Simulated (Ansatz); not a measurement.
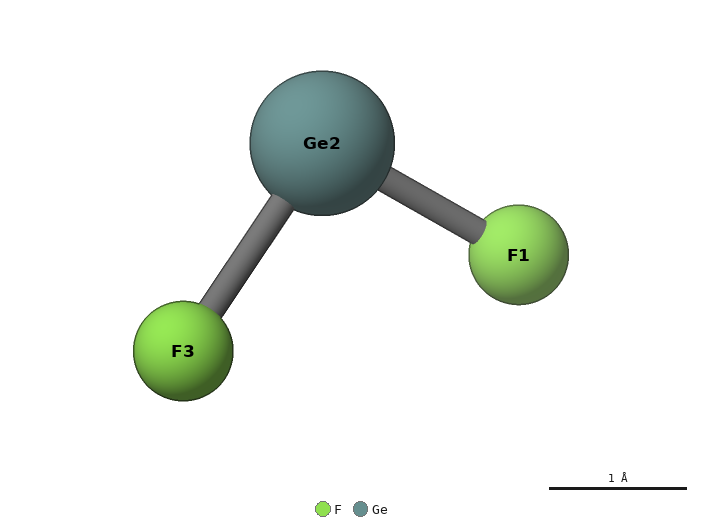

Figure made from data computed with Ansatz.

The view is orthographic, and the bar gives the scale. Geometry: moved along internal coordinates away from the minimum.

Give an XYZ file in the frame of the picture: x to the right, y up, z towards the viewer, origin at the mean of the atomic positions.

```xyz
3
GeF2
F    1.29  -0.04  -0.49
Ge  -0.14   0.78   0.08
F   -1.15  -0.74   0.41
```
